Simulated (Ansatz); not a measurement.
## Electronic structure of C2H5Al (SMILES C=[CH][AlH2]) in real space

Input

```
crystal:
  periodic: [false, false, false]
  atoms:
    - symbol: C
      position_ang: [0.744438, 0.360074, -1.472030]
    - symbol: C
      position_ang: [0.179776, -0.829671, -1.221716]
    - symbol: Al
      position_ang: [-0.376886, -1.272023, 0.581274]
    - symbol: H
      position_ang: [1.076892, 0.663731, -2.464203]
    - symbol: H
      position_ang: [0.902095, 1.095075, -0.684158]
    - symbol: H
      position_ang: [-0.127315, -0.170262, 1.696462]
    - symbol: H
      position_ang: [0.063377, -1.499833, -2.074797]
    - symbol: H
      position_ang: [-1.049947, -2.664330, 0.936008]
basis:
  gaussian:
    orbitals: def2-TZVPD
hamiltonian:
  xc: pbe0
output:
  forces: true
  orbitals: {seedname: orbitals}
```

Launched as:

```sh
ansatz run input.yaml --threads 2 --pin off --max-ram 4350MiB --events-out events.jsonl --progress --plain --runs-dir runs
```

Geometry: r2SCAN-D4/def2-TZVP.

These are results of isolated molecule in a Gaussian basis; Kohn-Sham density functional theory, functional PBE0 in Ansatz 0.2.0, not measurements.

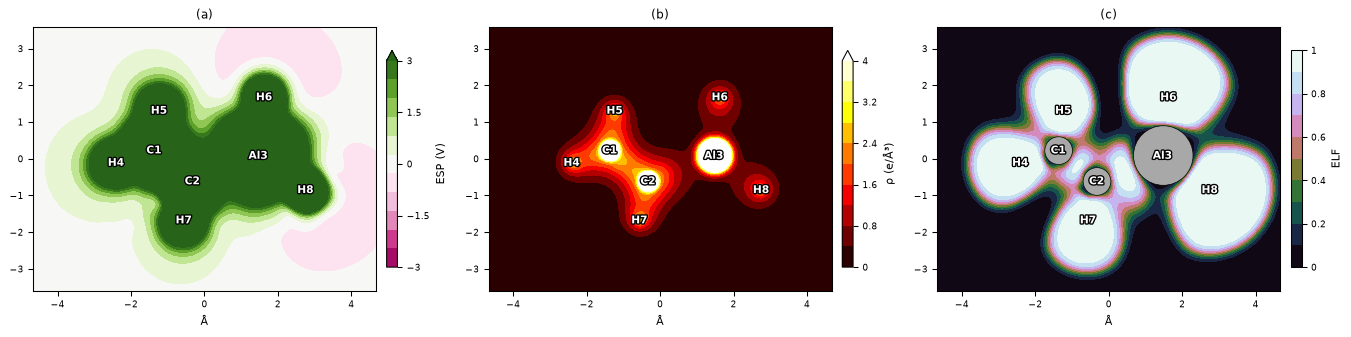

Figure 1. (a) molecular electrostatic potential; (b) electron density; (c) electron localisation function on the molecular plane. Grey discs cover the atomic cores in the ELF map.

> Describe what can be read from this map.

The plane passes through C, Al and H nuclei.
C–C (1.34 Å): ρ at the midpoint is about 2.3 e/Å³; the ELF peaks at about 0.90 between the atoms; a multiple bond.
C–Al (1.94 Å): ρ is about 0.74 e/Å³ halfway; the ELF peaks at about 0.95 between the atoms; a shared but strongly polarised pair.
C–H (1.09 Å): ρ is about 2 e/Å³ halfway; the ELF climbs to about 1 towards the hydrogen, as it does in any bond to H (a covalent bond by its length).
Al–H (1.59 Å): ρ at the midpoint is about 0.56 e/Å³; the ELF climbs to about 1 towards the hydrogen.
Outside the dense part of the molecule the potential is most negative (−0.5 V) near H6.

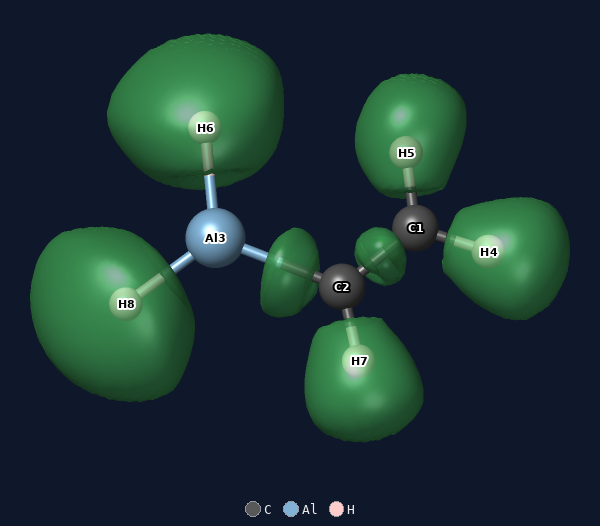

Figure 2. Isosurface of the ELF at 0.8 (green), seen across its widest extent. Only the valence region is drawn (cores and ρ < 0.01 e/Å³ removed).

> Describe the localisation domains.

The surface consists of one region between bonded Al–C atoms (shared pairs), one region between bonded C–C atoms (shared pairs) and five regions around hydrogen nuclei.

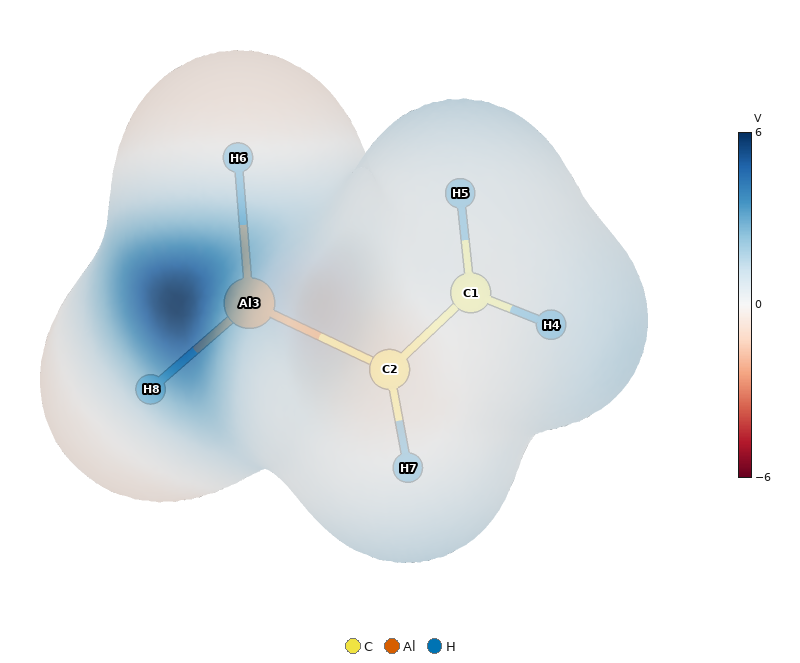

Figure 3. The molecular electrostatic potential painted on the density surface at 0.004 e/bohr³, seen at a tilt; red is negative and blue positive.

> Where is the surface potential most negative and most positive?

The most negative region (about −0.6 V, or −14 kcal/mol for a unit charge) lies over the π face of C1 and C2, the most positive (about +5.8 V, or +134 kcal/mol for a unit charge) over Al3.
